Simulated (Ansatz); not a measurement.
**AlBNH4F (SMILES [NH2][AlH][BH]F) at B3LYP/6-31G(d) (Cartesian functions)**

Aim: the energy change on altering one bond length of AlBNH4F at B3LYP/6-31G* (Cartesian functions), from 2 runs. 

Program for the calculation: Ansatz 0.2.0.

92 further runs of the same task are left out: 92 set aside as unsound or not needed.

## 1. Starting point

AlBNH4F has 8 atoms, charge 0, and is taken as a singlet. As SMILES, `[NH2][AlH][BH]F`. The coordinates come from a PBE0-D4/def2-TZVP relaxation. This is one conformer, not always the lowest.

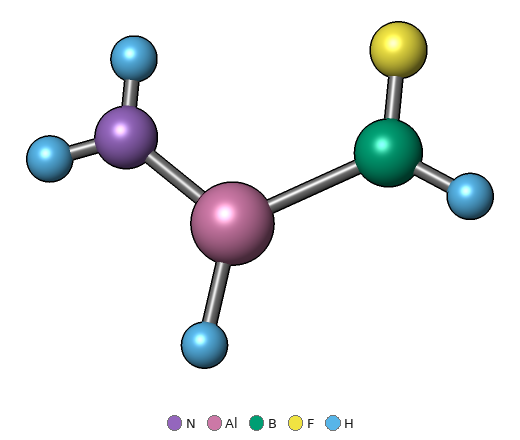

The structure, seen from a chosen angle (nitrogen purple, aluminium pink, boron teal, fluorine yellow, hydrogen blue).

## 2. A single-point energy at B3LYP/6-31G(d) (Cartesian functions)

run.yaml reads:

```yaml
crystal:
  periodic: [false, false, false]
  atoms:
    - {symbol: N, position_ang: [-1.034900, 1.238000, 0.178100]}
    - {symbol: Al, position_ang: [0.358400, 0.247200, 0.637000]}
    - {symbol: B, position_ang: [0.824000, -1.438600, -0.645900]}
    - {symbol: F, position_ang: [0.022100, -1.693000, -1.675500]}
    - {symbol: H, position_ang: [-1.365500, 2.050100, 0.674400]}
    - {symbol: H, position_ang: [-1.614500, 1.063500, -0.627700]}
    - {symbol: H, position_ang: [1.149400, 0.679500, 1.946200]}
    - {symbol: H, position_ang: [1.753200, -2.203800, -0.542400]}
basis:
  gaussian:
    orbitals: "6-31G*"
hamiltonian:
  xc: {name: B3LYP}
accuracy: high
output:
  orbitals: {seedname: orbitals}
```

Launch:

```sh
$ ansatz run run.yaml --threads 1 --pin off --max-ram 3480MiB --events-out events.jsonl --progress --plain --runs-dir runs
```

Standard output:

```text
Warning: RAYON_NUM_THREADS=1 ignored (pool sized by the plan → 1); use --threads N
Functional definition: B3LYP
  name "B3LYP"
  parameter a0 = 0.2
  parameter ax = 0.72
  parameter ac = 0.81
  exchange = (1 - a0 - ax)*slater_x + ax*b88_x + a0*exact_x
  correlation = (1 - ac)*vwn_rpa_c + ac*lyp_c
1556 factors; integrals over basis functions are off by at most 3.5e-9 eV
mean field evaluation 1: about -11538.9013 eV, gradient 6.3e1 eV
mean field evaluation 2: about -11507.5043 eV, gradient 1.1e2 eV
mean field evaluation 4: about -11546.5797 eV, gradient 6.4e0 eV
mean field evaluation 8: about -11546.7387 eV, gradient 8.3e-1 eV
mean field evaluation 16: about -11546.7406 eV, gradient 3.1e-5 eV
mean field -11546.74059630 eV, -424.3348902522 hartree, gradient 8.2e-8 eV, S^2 0.000000; 0 other end points of the search recorded, 0 dependent functions left out
reference -11546.74063634 eV, -424.3348917235 hartree; 19, 19 occupied and 53, 53 virtual orbitals, 1556 factors
Total energy: -11546.74063634 eV, -424.3348917235 hartree
```

Run time: 5.7 s. Hardware: 1 thread of Arm Neoverse V1, shared host; peak memory 0.21 GiB.

## 3. The distorted shape, same level

input.yaml reads:

```yaml
crystal:
  periodic: [false, false, false]
  atoms:
    - symbol: N
      position_ang: [-1.778266, 1.850165, 0.095299]
    - symbol: Al
      position_ang: [-0.384966, 0.859365, 0.554199]
    - symbol: B
      position_ang: [0.080634, -0.826435, -0.728701]
    - symbol: F
      position_ang: [-0.721266, -1.080835, -1.758301]
    - symbol: H
      position_ang: [-2.108866, 2.662265, 0.591599]
    - symbol: H
      position_ang: [-2.357866, 1.675665, -0.710501]
    - symbol: H
      position_ang: [0.406034, 1.291665, 1.863399]
    - symbol: H
      position_ang: [1.753200, -2.203800, -0.542400]
basis:
  gaussian:
    orbitals: "6-31G*"
accuracy: high
hamiltonian:
  xc: {name: B3LYP}
output:
  orbitals: {seedname: orbitals}
```

Launch:

```sh
$ ansatz run input.yaml --threads 1 --pin off --max-ram 3480MiB --events-out events.jsonl --progress --plain --runs-dir runs
```

Standard output, shortened:

```text
Warning: RAYON_NUM_THREADS=1 ignored (pool sized by the plan → 1); use --threads N
[... 7 set-up lines as earlier in the session ...]
1556 factors; integrals over basis functions are off by at most 3.1e-9 eV
mean field evaluation 1: about -11536.0244 eV, gradient 6.3e1 eV
mean field evaluation 2: about -11497.7790 eV, gradient 1.2e2 eV
mean field evaluation 4: about -11543.6672 eV, gradient 8.3e0 eV
mean field evaluation 8: about -11543.8834 eV, gradient 7.4e-1 eV
mean field evaluation 16: about -11543.8853 eV, gradient 8.1e-5 eV
mean field -11543.88525031 eV, -424.2299582226 hartree, gradient 4.7e-8 eV, S^2 0.000000; 0 other end points of the search recorded, 0 dependent functions left out
reference -11543.88529151 eV, -424.2299597364 hartree; 19, 19 occupied and 53, 53 virtual orbitals, 1556 factors
Total energy: -11543.88529151 eV, -424.2299597364 hartree
```

Run time: 6.3 s. Hardware: 1 thread of Arm Neoverse V1, shared host; peak memory 0.21 GiB.

## 4. Outcome

At B3LYP/6-31G* (Cartesian functions):

| quantity | value |
| --- | --- |
| first shape: total energy | -424.33489 Eh |
| first shape: HOMO energy | -6.77 eV |
| first shape: LUMO energy | -1.91 eV |
| first shape: HOMO–LUMO gap | 4.86 eV |
| distorted shape: total energy | -424.22996 Eh |
| distorted shape: HOMO energy | -6.04 eV |
| distorted shape: LUMO energy | -2.39 eV |
| distorted shape: HOMO–LUMO gap | 3.65 eV |
| energy change with the B3–H8 bond stretched from 1.208 to 2.175 Å | 2.855 eV |

In words: With the B3–H8 bond stretched from 1.208 to 2.175 Å the energy rises by 2.86 eV (275 kJ/mol). The first shape isn't relaxed at this level, so the change isn't measured from a minimum.
